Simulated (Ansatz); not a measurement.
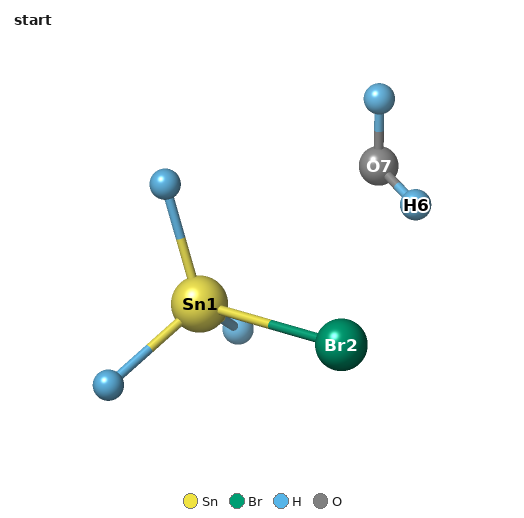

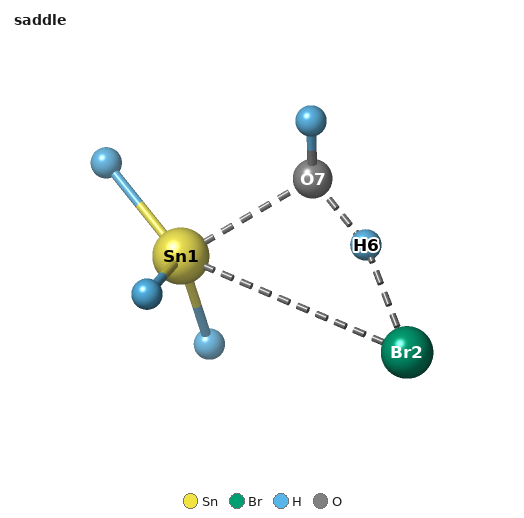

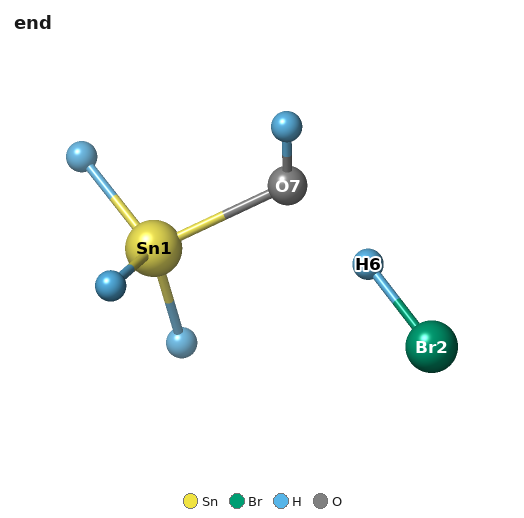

A saddle point and the two end points reached downhill from it. Broken sticks mark bonds that form or break. The species is neutral and a spin singlet. Geometries: PBE0-D4/def2-TZVP; all other levels are single points on them, and energies count from the start as drawn. Program: Ansatz 0.2.0, core potentials on Sn. In CBS estimates cores are frozen, and CCSD(T) − MP2 is taken in the smaller basis.

> Which bonds form and which break from start to end?

Formed: Sn1–O7, Br2–H6; broken: Sn1–Br2, H6–O7. At the saddle point Sn1···O7 is 2.05 Å, Br2···H6 is 1.66 Å, Sn1···Br2 is 3.54 Å, H6···O7 is 1.24 Å.

Give the electronic barrier and the reaction energy from start to end in kcal/mol (no zero-point energy) with CCSD(T)/CBS (MP2 limit from def2-TZVPP and def2-QZVPP plus CCSD(T) − MP2); r2SCAN-D4/def2-TZVPP; B97M-V/def2-TZVPP; BLYP-D4/def2-TZVPP; BHLYP-D4/def2-TZVPP; direct RPA on PBE orbitals (frozen core)/def2-TZVPP; RHF-MP2 (frozen core)/def2-QZVPP; PBE0-D4/def2-SVP.

| level | barrier | reaction energy |
| --- | --- | --- |
| CCSD(T)/CBS (MP2 limit from def2-TZVPP and def2-QZVPP plus CCSD(T) − MP2) | 22.6 | +20.6 |
| r2SCAN-D4/def2-TZVPP | 18.6 | +18.6 |
| B97M-V/def2-TZVPP | 21.8 | +19.5 |
| BLYP-D4/def2-TZVPP | 18.5 | +16.8 |
| BHLYP-D4/def2-TZVPP | 23.6 | +21.5 |
| direct RPA on PBE orbitals (frozen core)/def2-TZVPP | 21.7 | +18.2 |
| RHF-MP2 (frozen core)/def2-QZVPP | 21.1 | +19.7 |
| PBE0-D4/def2-SVP | 20.2 | +19.7 |
